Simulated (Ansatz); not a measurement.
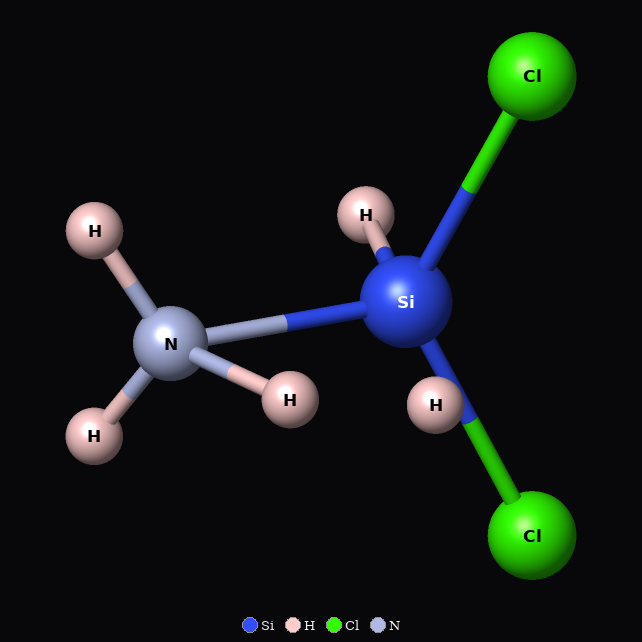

Sticks follow a distance rule. Harmonic vibrations computed with RKS PBE0-D4/def2-TZVP (Ansatz 0.2.0) at a stationary point of the same level.

Q: Minimum or transition state?

A: A first-order saddle point: one imaginary frequency, 1471i cm⁻¹.

Q: List the wavenumbers.

A: 21 modes: 1471i, 104, 111, 196, 366, 411, 567, 683, 733, 762, 870, 923, 965, 970, 1501, 1513, 1773, 1860, 2203, 3514, 3623 cm⁻¹.
